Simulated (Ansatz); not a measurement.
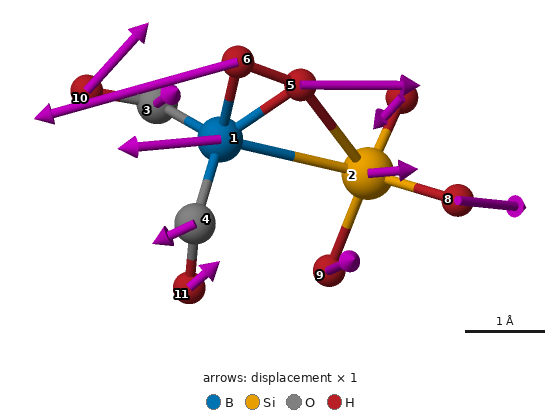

A relaxation of BSiH₇O₂. The starting structure is drawn; purple arrows show the displacements, at their true length. The two geometries are superimposed by the best rigid fit.

Style: ball-and-stick. Shown at a tilt.

Theory: RKS B3LYP-D4/def2-SVPD in Ansatz 0.2.0.

Input file:
```yaml
crystal:
  periodic: [false, false, false]
  atoms:
    - {symbol: B, position_ang: [-0.577963, 0.476268, 0.131011]}
    - {symbol: Si, position_ang: [1.257998, -0.702411, -0.099542]}
    - {symbol: O, position_ang: [-0.757751, 0.999540, -1.164171]}
    - {symbol: O, position_ang: [-1.531695, -0.295311, 0.827941]}
    - {symbol: H, position_ang: [0.460857, 0.845575, 0.788950]}
    - {symbol: H, position_ang: [-0.324270, 1.469156, 1.009363]}
    - {symbol: H, position_ang: [2.335743, -0.097760, -0.923986]}
    - {symbol: H, position_ang: [1.840952, -1.257118, 1.152635]}
    - {symbol: H, position_ang: [0.602701, -1.807515, -0.852638]}
    - {symbol: H, position_ang: [-1.583133, 1.484751, -1.236923]}
    - {symbol: H, position_ang: [-1.723438, -1.114975, 0.367361]}
basis:
  gaussian: {orbitals: def2-SVPD}
hamiltonian: {xc: {name: B3LYP}, dispersion: d4}
relax: {f_tol: 0.03, max_steps: 60, escape_saddle: false}
```

Run as
```bash
ansatz run in.yaml --threads 4 --pin off --events-out ev --progress --plain --max-ram 9574MiB
```

> Which element moves most?

Hydrogen: up to 2.72 Å, against 1.37 Å for boron.

> What did the optimiser do to the structure, and how much energy did it gain?

After 39 accepted moves (41 points after the start) the energy has fallen by 238.3 kJ/mol. Largest force component: 0.19 eV/Å at the start, 0.028 eV/Å at the end. The line search rejected the trial steps at points 28, 34 of the run. The forces were under the threshold at step 32, but the run went on from there. The atom that moves furthest after the best rigid fit is H6 (2.72 Å). By element the largest moves are H 2.72 Å, B 1.37 Å, O 0.67 Å, Si 0.65 Å. Near-neighbour distances that change, for instance: H5–H6 1.027 → 5.035 Å, B1–H5 1.284 → 3.987 Å, B1–Si2 2.194 → 4.112 Å, Si2–H5 1.955 → 1.486 Å. Bonds break, among them: B1–H5 (1.28 → 3.99 Å), B1–Si2 (2.19 → 4.11 Å). Bond angles that change, for instance: O4–B1–H6 102.0° → 119.1°, O3–B1–H6 110.4° → 121.7°, O3–B1–O4 124.8° → 119.1°. The run took 82 s on 4 threads of Arm Neoverse V2, with other jobs on the host.
